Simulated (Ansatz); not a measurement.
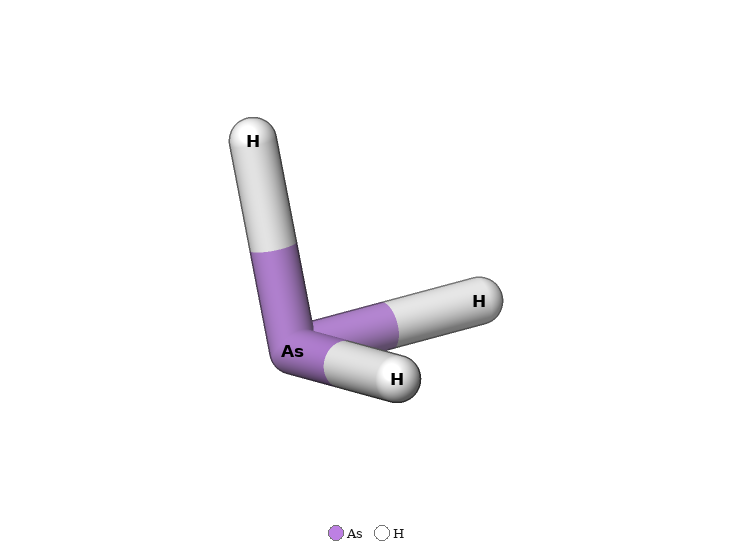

The picture shows a molecular structure as a stick model.

Give the formula.

Answer. AsH3, 4 atoms: 1 arsenic and 3 hydrogen.

What is its SMILES?

Answer. [AsH3]

How many atoms are distinct by symmetry?

Answer. 2: 1 As, 3 H.

The parts below concern this one geometry. Atoms keep their numbers from picture to picture. The geometry was computed by an optimisation with PBE0-D4/def2-TZVP.

### Geometry

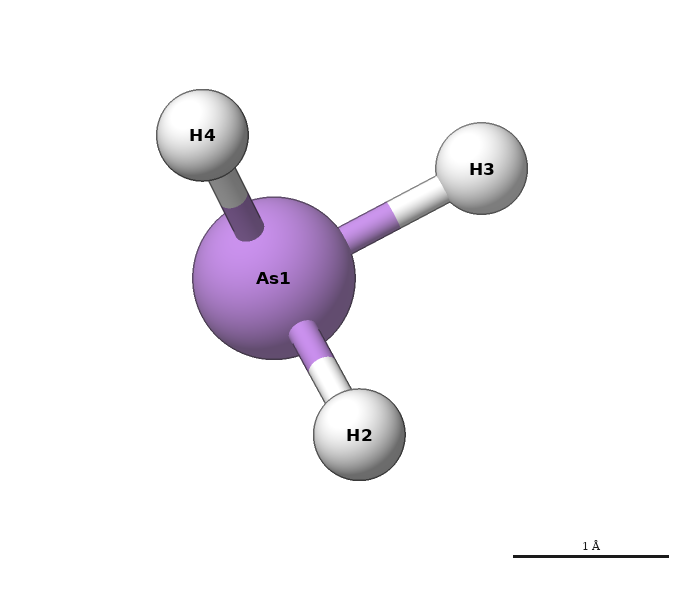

What is the geometry at As1?

Answer. As1 has 3 neighbours (H2 at 1.52, H3 at 1.52, H4 at 1.52 Å); the arrangement is trigonal pyramidal.

### Vibrations

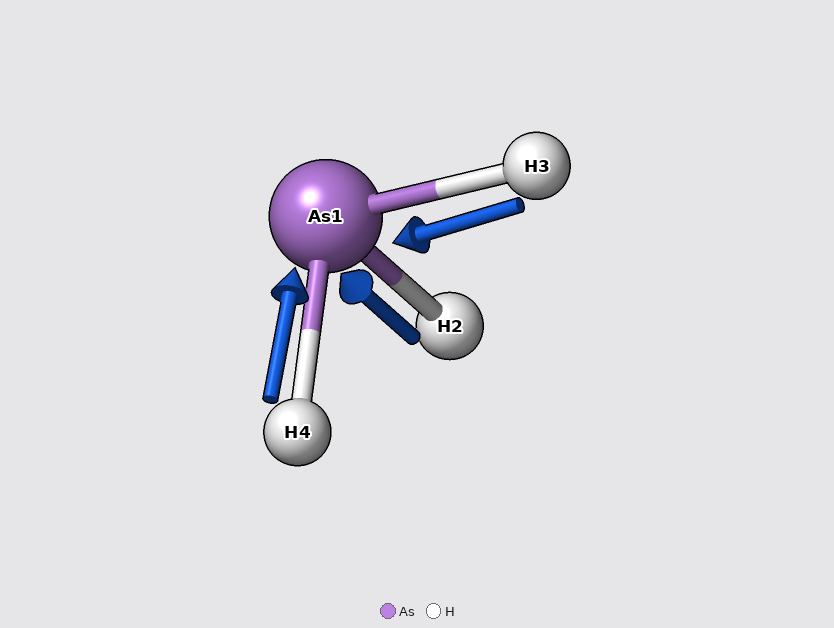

The arrows show one normal mode. Harmonic vibrations computed with RKS PBE0-D4/def2-TZVP (Ansatz 0.2.0) at a stationary point of the same level.

What kind of motion is it?

Answer. Mostly in-phase stretching of 3 As–H bonds.

At what wavenumber does it lie?

Answer. 2215 cm⁻¹; it is mode 4 of 6 counted from the lowest.

### Thermal motion

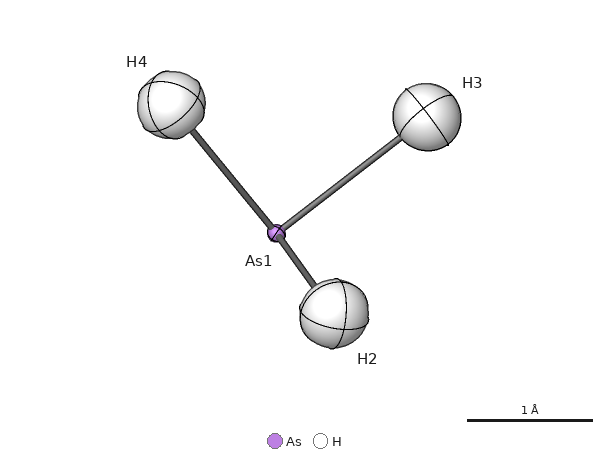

Displacement ellipsoids at the 50 % level, enlarged 2 times, from the internal vibrations of the free molecule (harmonic, no overall translation or rotation; no half-axis is drawn under 0.075 Å). Vibrations computed with RKS PBE0-D4/def2-TZVP (Ansatz 0.2.0). Temperature: 0 K (zero-point motion alone).

List U_eq and the three principal root-mean-square amplitudes for each kind of atom.

```csv
atom,U_eq (Å²),rms amplitudes (Å)
As1,< 0.00001,"0.002, 0.002, 0.003"
"H2, H3, H4",0.0081,"0.086, 0.091, 0.092"
```

### Electronic properties

Level of theory: RKS r2SCAN-D4/def2-TZVPP (Ansatz 0.2.0).

Estimate the vertical ionisation energy.

Answer. 10.43 eV.

Estimate the HOMO energy (Kohn–Sham orbital).

Answer. −6.98 eV.

Estimate the HOMO–LUMO gap.

Answer. 7.08 eV.

What is the dipole moment?

Answer. 0.37 D.

### Charges

The questions are on Mulliken charges. Level of theory: RKS PBE0-D4/def2-TZVP (Ansatz 0.2.0).

Give the Mulliken charges atom by atom.

| atom | value (e) |
| --- | --- |
| As1 | −0.21 |
| H2 | 0.07 |
| H3 | 0.07 |
| H4 | 0.07 |

Mulliken values depend strongly on the basis set and can even reverse the polarity of a bond.
